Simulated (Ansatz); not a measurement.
# Geometry relaxation of Si2H7OF3 (part 3 of 3)

The same run, continued: Si2H7OF3; RKS PBE0-D4/def2-TZVP (Ansatz 0.2.0). The geometry is a transition state displaced along its imaginary mode. The reaction was set up to form Si1–O7, H6–F9 and Si2–H8 and to break Si1–Si2, H6–O7 and H8–F9 (atoms counted from 1 in the order of the input); sticks are drawn by distance alone.

Geometry of the input (Å):
```
Si -1.1933  0.2505  -0.1511
Si 1.1676  -0.9413  -0.7565
F  -1.4391  -0.9880  -1.1974
F  -1.3867  1.4031  -1.2462
H  -2.2055  -0.0857  0.8331
H  0.1063  0.7088  1.6344
O  -0.4295  1.4259  0.9658
H  0.3154  -0.5385  0.4603
F  0.5821  -0.2620  2.1335
H  0.9637  -2.3974  -1.0495
H  0.9129  -0.0843  -1.9803
H  2.4823  -0.6025  -0.2292
H  0.1236  2.1114  0.5830
```

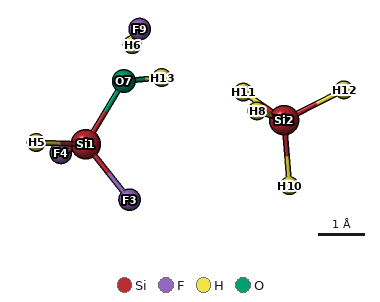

Figure 1. The geometry at step 30 of the log (ball-and-stick view, seen at a tilt; atoms are numbered from 1 in the order of the input).

### Trajectory as extended XYZ, continued
```
13
Properties=species:S:1:pos:R:3:forces:R:3 step=23 energy=-26060.50252
Si   -1.9838    0.6698   -0.0733    0.0383  -0.0612  -0.0798
Si    1.8656   -1.1485   -0.8592    0.0312  -0.0423   0.0113
F    -1.8155   -0.7656   -0.7262   -0.0258   0.1745   0.0633
F    -2.5056    1.6258   -1.2197    0.0183  -0.0880   0.0784
H    -2.9205    0.6316    1.0510    0.0386   0.0111  -0.0524
H    -0.0191    0.7387    2.0631   -0.0056   0.0112  -0.0227
O    -0.5367    1.1954    0.4712    0.0735  -0.0268  -0.1195
H     1.4449   -1.3869    0.5422   -0.0105   0.0092  -0.0148
F     0.2344    0.3830    2.8898    0.0066  -0.0065   0.0175
H     1.1422   -2.0464   -1.7900   -0.0057   0.0134   0.0031
H     1.5399    0.2658   -1.2219    0.0056  -0.0028  -0.0002
H     3.3311   -1.3296   -0.9970   -0.0097   0.0183  -0.0067
H     0.2228    1.1669   -0.1299   -0.1548  -0.0099   0.1225
13
Properties=species:S:1:pos:R:3:forces:R:3 step=24 energy=-26060.50369
Si   -1.9962    0.6764   -0.0672    0.0294  -0.0544  -0.0718
Si    1.8865   -1.1588   -0.8699   -0.0194   0.0315   0.0051
F    -1.8364   -0.7657   -0.7042   -0.0187   0.1327   0.0446
F    -2.5068    1.6232   -1.2249    0.0109  -0.0644   0.0572
H    -2.9369    0.6577    1.0522    0.0196   0.0092  -0.0271
H    -0.0304    0.7444    2.0693   -0.0049   0.0066  -0.0100
O    -0.5480    1.1962    0.4779    0.0357  -0.0285  -0.0635
H     1.4538   -1.3937    0.5286    0.0108  -0.0104  -0.0130
F     0.2269    0.3903    2.8958    0.0049  -0.0030   0.0087
H     1.1583   -2.0478   -1.8057    0.0129   0.0000   0.0058
H     1.5639    0.2580   -1.2279   -0.0091  -0.0037   0.0038
H     3.3523   -1.3311   -1.0067   -0.0016  -0.0139   0.0028
H     0.2127    1.1508   -0.1173   -0.0704  -0.0019   0.0574
13
Properties=species:S:1:pos:R:3:forces:R:3 step=25 energy=-26060.50225 accepted=F
Si   -1.9966    0.6713   -0.0792   -0.2507   0.0471   0.1493
Si    1.8931   -1.1640   -0.8762    0.0088   0.0031  -0.0110
F    -1.8666   -0.7574   -0.7376    0.0529  -0.0508  -0.0591
F    -2.5100    1.6460   -1.2074    0.0367   0.0152  -0.0856
H    -2.9399    0.6533    1.0356    0.0014  -0.0237   0.0209
H    -0.0316    0.7501    2.0863   -0.0082   0.0298   0.0175
O    -0.5524    1.1631    0.4860    0.1291  -0.0079  -0.0460
H     1.4701   -1.4282    0.5190   -0.0040  -0.0003   0.0069
F     0.2382    0.4635    2.9347    0.0045  -0.0179  -0.0160
H     1.1736   -2.0491   -1.8217   -0.0007   0.0005  -0.0007
H     1.5535    0.2534   -1.2139   -0.0034  -0.0013   0.0051
H     3.3597   -1.3240   -1.0195   -0.0030   0.0011   0.0015
H     0.2087    1.1220   -0.1061    0.0365   0.0052   0.0171
13
Properties=species:S:1:pos:R:3:forces:R:3 step=26 energy=-26060.50476
Si   -1.9980    0.6795   -0.0669    0.0016  -0.0034  -0.0158
Si    1.8879   -1.1633   -0.8723    0.0002   0.0050   0.0038
F    -1.8517   -0.7589   -0.7061   -0.0040  -0.0079  -0.0021
F    -2.5041    1.6281   -1.2221   -0.0098   0.0028  -0.0029
H    -2.9374    0.6704    1.0516    0.0015   0.0035   0.0028
H    -0.0329    0.7575    2.0714   -0.0029   0.0020  -0.0049
O    -0.5463    1.1840    0.4767    0.0126   0.0121   0.0158
H     1.4570   -1.4344    0.5193    0.0002  -0.0022   0.0001
F     0.2307    0.4156    2.9013    0.0050  -0.0019   0.0090
H     1.1857   -2.0532   -1.8259    0.0005  -0.0002  -0.0028
H     1.5355    0.2511   -1.2086    0.0007   0.0026  -0.0028
H     3.3574   -1.3044   -1.0052    0.0003  -0.0028   0.0004
H     0.2160    1.1280   -0.1130   -0.0059  -0.0097  -0.0005
13
Properties=species:S:1:pos:R:3:forces:R:3 step=27 energy=-26060.50502
Si   -2.0046    0.6801   -0.0667   -0.0176   0.0004   0.0041
Si    1.8947   -1.1605   -0.8753    0.0021  -0.0067  -0.0058
F    -1.8763   -0.7646   -0.6956    0.0000  -0.0031  -0.0032
F    -2.5012    1.6268   -1.2276   -0.0008   0.0011  -0.0062
H    -2.9445    0.6917    1.0518    0.0045  -0.0013  -0.0016
H    -0.0353    0.7609    2.0759    0.0025   0.0003   0.0068
O    -0.5475    1.1704    0.4755    0.0239   0.0022  -0.0028
H     1.4581   -1.4475    0.5116   -0.0002   0.0043  -0.0041
F     0.2360    0.4324    2.9090   -0.0005   0.0015  -0.0058
H     1.1966   -2.0403   -1.8417   -0.0007   0.0022   0.0017
H     1.5437    0.2572   -1.2007   -0.0004  -0.0012   0.0055
H     3.3645   -1.3015   -1.0047    0.0000   0.0017   0.0029
H     0.2157    1.0949   -0.1116   -0.0127  -0.0015   0.0085
13
Properties=species:S:1:pos:R:3:forces:R:3 step=28 energy=-26060.50509
Si   -2.0112    0.6809   -0.0664   -0.0119   0.0028   0.0142
Si    1.9009   -1.1601   -0.8784   -0.0070   0.0019   0.0108
F    -1.8987   -0.7684   -0.6881    0.0011   0.0013  -0.0024
F    -2.4998    1.6267   -1.2315    0.0040  -0.0001  -0.0054
H    -2.9501    0.7088    1.0527    0.0036  -0.0033  -0.0028
H    -0.0346    0.7656    2.0780    0.0054  -0.0032   0.0129
O    -0.5487    1.1583    0.4733    0.0071  -0.0034  -0.0080
H     1.4573   -1.4602    0.5036    0.0012  -0.0037  -0.0049
F     0.2440    0.4463    2.9124   -0.0041   0.0050  -0.0144
H     1.2069   -2.0299   -1.8568    0.0046   0.0054   0.0022
H     1.5476    0.2614   -1.1863    0.0046  -0.0061  -0.0058
H     3.3717   -1.2963   -1.0005   -0.0020   0.0010  -0.0029
H     0.2143    1.0669   -0.1120   -0.0067   0.0023   0.0064
13
Properties=species:S:1:pos:R:3:forces:R:3 step=29 energy=-26060.50514
Si   -2.0141    0.6816   -0.0658   -0.0038   0.0030   0.0095
Si    1.9028   -1.1612   -0.8778   -0.0012   0.0000  -0.0011
F    -1.9034   -0.7674   -0.6879    0.0006  -0.0026  -0.0024
F    -2.5015    1.6280   -1.2309    0.0026   0.0017  -0.0037
H    -2.9525    0.7104    1.0536    0.0009  -0.0020  -0.0003
H    -0.0336    0.7686    2.0780    0.0024  -0.0027   0.0074
O    -0.5506    1.1568    0.4735   -0.0001  -0.0020  -0.0032
H     1.4562   -1.4675    0.5017   -0.0001   0.0012  -0.0036
F     0.2477    0.4503    2.9118   -0.0017   0.0035  -0.0081
H     1.2128   -2.0281   -1.8615    0.0013   0.0014   0.0020
H     1.5500    0.2604   -1.1850    0.0001  -0.0034   0.0024
H     3.3738   -1.2956   -0.9980   -0.0003   0.0000   0.0009
H     0.2121    1.0637   -0.1116   -0.0007   0.0021   0.0003
13
Properties=species:S:1:pos:R:3:forces:R:3 step=30 energy=-26060.50516
Si   -2.0159    0.6818   -0.0654    0.0027   0.0010   0.0013
Si    1.9034   -1.1625   -0.8769   -0.0002  -0.0018  -0.0020
F    -1.9046   -0.7659   -0.6906   -0.0005  -0.0020  -0.0007
F    -2.5042    1.6299   -1.2289    0.0007   0.0012  -0.0004
H    -2.9534    0.7074    1.0546   -0.0008  -0.0006   0.0011
H    -0.0315    0.7704    2.0768    0.0000  -0.0006  -0.0004
O    -0.5523    1.1570    0.4733   -0.0045  -0.0002   0.0004
H     1.4529   -1.4724    0.5004   -0.0004   0.0016  -0.0005
F     0.2533    0.4529    2.9095    0.0008   0.0008   0.0001
H     1.2171   -2.0278   -1.8643   -0.0006  -0.0003  -0.0006
H     1.5504    0.2593   -1.1823    0.0003  -0.0006   0.0019
H     3.3747   -1.2961   -0.9935    0.0004   0.0009   0.0016
H     0.2099    1.0660   -0.1127    0.0020   0.0007  -0.0018
13
Properties=species:S:1:pos:R:3:forces:R:3 step=31 energy=-26060.50519
Si   -2.0202    0.6818   -0.0650    0.0084  -0.0010  -0.0070
Si    1.9043   -1.1650   -0.8756    0.0033   0.0011  -0.0011
F    -1.9104   -0.7640   -0.6950   -0.0014  -0.0016   0.0014
F    -2.5092    1.6336   -1.2252   -0.0015   0.0011   0.0029
H    -2.9558    0.7041    1.0566   -0.0021   0.0007   0.0019
H    -0.0264    0.7741    2.0747   -0.0013   0.0007  -0.0045
O    -0.5553    1.1545    0.4726   -0.0066   0.0013   0.0032
H     1.4436   -1.4832    0.4962   -0.0012  -0.0001   0.0001
F     0.2670    0.4613    2.9061    0.0018  -0.0010   0.0042
H     1.2271   -2.0251   -1.8738   -0.0005  -0.0012  -0.0002
H     1.5524    0.2580   -1.1755   -0.0022   0.0025   0.0002
H     3.3768   -1.2951   -0.9812   -0.0003  -0.0018   0.0012
H     0.2059    1.0649   -0.1148    0.0035  -0.0007  -0.0024
13
Properties=species:S:1:pos:R:3:forces:R:3 step=32 energy=-26060.50521
Si   -2.0237    0.6811   -0.0647    0.0081  -0.0023  -0.0103
Si    1.9043   -1.1655   -0.8740    0.0006  -0.0071   0.0003
F    -1.9166   -0.7631   -0.6992   -0.0013   0.0002   0.0030
F    -2.5136    1.6366   -1.2216   -0.0021   0.0002   0.0049
H    -2.9574    0.7009    1.0585   -0.0018   0.0012   0.0012
H    -0.0198    0.7772    2.0720   -0.0006  -0.0003  -0.0012
O    -0.5575    1.1509    0.4714   -0.0065   0.0023   0.0043
H     1.4296   -1.4931    0.4910    0.0004   0.0020  -0.0008
F     0.2829    0.4702    2.9022    0.0005  -0.0002   0.0007
H     1.2380   -2.0210   -1.8837    0.0007   0.0011  -0.0001
H     1.5529    0.2585   -1.1692    0.0011   0.0026  -0.0009
H     3.3780   -1.2945   -0.9654   -0.0027   0.0016   0.0010
H     0.2028    1.0618   -0.1173    0.0034  -0.0014  -0.0020
13
Properties=species:S:1:pos:R:3:forces:R:3 step=33 energy=-26060.50522
Si   -2.0253    0.6806   -0.0641    0.0021  -0.0031  -0.0087
Si    1.9042   -1.1665   -0.8739   -0.0008  -0.0025   0.0019
F    -1.9182   -0.7627   -0.7005   -0.0004   0.0024   0.0032
F    -2.5168    1.6375   -1.2192   -0.0011  -0.0008   0.0045
H    -2.9583    0.6986    1.0599   -0.0003   0.0008  -0.0001
H    -0.0169    0.7783    2.0706    0.0012  -0.0013   0.0035
O    -0.5592    1.1506    0.4716    0.0012   0.0014   0.0003
H     1.4200   -1.4948    0.4876    0.0012   0.0000  -0.0027
F     0.2909    0.4733    2.8998   -0.0014   0.0009  -0.0037
H     1.2442   -2.0201   -1.8894    0.0020   0.0015   0.0017
H     1.5557    0.2582   -1.1695   -0.0002   0.0016  -0.0012
H     3.3785   -1.2957   -0.9552   -0.0034   0.0000   0.0005
H     0.2010    1.0626   -0.1177   -0.0002  -0.0009   0.0008
13
Properties=species:S:1:pos:R:3:forces:R:3 step=34 energy=-26060.50523
Si   -2.0246    0.6798   -0.0640   -0.0030  -0.0016  -0.0039
Si    1.9019   -1.1657   -0.8731    0.0018  -0.0015   0.0016
F    -1.9172   -0.7634   -0.7006    0.0007   0.0030   0.0020
F    -2.5182    1.6368   -1.2180    0.0001  -0.0015   0.0027
H    -2.9567    0.6970    1.0609    0.0008   0.0001  -0.0008
H    -0.0144    0.7779    2.0689    0.0019  -0.0013   0.0045
O    -0.5584    1.1509    0.4707    0.0025   0.0013  -0.0014
H     1.4113   -1.4942    0.4861    0.0002   0.0002  -0.0036
F     0.2956    0.4728    2.8973   -0.0019   0.0010  -0.0045
H     1.2473   -2.0193   -1.8921    0.0010   0.0019   0.0024
H     1.5554    0.2592   -1.1704   -0.0010  -0.0004  -0.0005
H     3.3765   -1.2950   -0.9469   -0.0022  -0.0003   0.0001
H     0.2015    1.0632   -0.1189   -0.0010  -0.0008   0.0015
13
Properties=species:S:1:pos:R:3:forces:R:3 step=35 energy=-26060.50524
Si   -2.0238    0.6796   -0.0634   -0.0062  -0.0003   0.0013
Si    1.9005   -1.1656   -0.8724   -0.0022   0.0016   0.0004
F    -1.9149   -0.7638   -0.6993    0.0014   0.0024   0.0001
F    -2.5206    1.6355   -1.2168    0.0011  -0.0015   0.0002
H    -2.9548    0.6957    1.0625    0.0011  -0.0004  -0.0007
H    -0.0123    0.7774    2.0668    0.0010  -0.0006   0.0027
O    -0.5580    1.1532    0.4699    0.0041   0.0012  -0.0027
H     1.4025   -1.4936    0.4841    0.0009  -0.0002  -0.0013
F     0.2986    0.4703    2.8940   -0.0010   0.0003  -0.0022
H     1.2508   -2.0192   -1.8944    0.0015  -0.0001   0.0005
H     1.5548    0.2592   -1.1723    0.0008  -0.0013   0.0006
H     3.3754   -1.2947   -0.9385   -0.0008  -0.0003  -0.0002
H     0.2017    1.0659   -0.1201   -0.0017  -0.0008   0.0013
13
Properties=species:S:1:pos:R:3:forces:R:3 step=36 energy=-26060.50525
Si   -2.0240    0.6799   -0.0623   -0.0052   0.0006   0.0032
Si    1.8995   -1.1660   -0.8718    0.0001   0.0009  -0.0003
F    -1.9135   -0.7635   -0.6977    0.0014   0.0007  -0.0014
F    -2.5241    1.6346   -1.2154    0.0009  -0.0010  -0.0010
H    -2.9534    0.6949    1.0648    0.0006  -0.0003   0.0000
H    -0.0102    0.7777    2.0643   -0.0001   0.0002   0.0003
O    -0.5583    1.1562    0.4688    0.0034   0.0013  -0.0019
H     1.3947   -1.4958    0.4816   -0.0002   0.0002   0.0001
F     0.3019    0.4683    2.8902    0.0000  -0.0004   0.0004
H     1.2566   -2.0196   -1.8980   -0.0005   0.0001  -0.0005
H     1.5548    0.2588   -1.1725    0.0000  -0.0019   0.0007
H     3.3748   -1.2944   -0.9301    0.0006   0.0004   0.0001
H     0.2010    1.0688   -0.1218   -0.0012  -0.0009   0.0004
13
Properties=species:S:1:pos:R:3:forces:R:3 step=37 energy=-26060.50525
Si   -2.0244    0.6805   -0.0610   -0.0002   0.0018   0.0032
Si    1.8987   -1.1670   -0.8708    0.0006   0.0016  -0.0003
F    -1.9123   -0.7629   -0.6959    0.0006  -0.0018  -0.0024
F    -2.5285    1.6336   -1.2135   -0.0001  -0.0001  -0.0013
H    -2.9515    0.6943    1.0680   -0.0003   0.0002   0.0006
H    -0.0075    0.7784    2.0611   -0.0005   0.0008  -0.0019
O    -0.5583    1.1597    0.4667   -0.0012   0.0017   0.0015
H     1.3856   -1.5002    0.4786   -0.0002  -0.0007   0.0002
F     0.3059    0.4663    2.8855    0.0005  -0.0007   0.0021
H     1.2638   -2.0192   -1.9032   -0.0001  -0.0005   0.0001
H     1.5538    0.2577   -1.1710    0.0002  -0.0002  -0.0002
H     3.3745   -1.2928   -0.9197    0.0000  -0.0003   0.0000
H     0.2001    1.0716   -0.1248    0.0008  -0.0016  -0.0014
```

### Results in brief

- outcome: converged
- total energy: −26060.5053 eV
- mean-field energy: −26060.3110 eV
- dispersion energy: −0.1943 eV
- SCF solution under orbital rotations: stable
- largest force (length of the vector) at the end: 0.004 eV/Å
- dipole moment: 2.23 D
- wall time: 1.7 min (CPU time 2 min)
- peak memory: 0.91 GiB
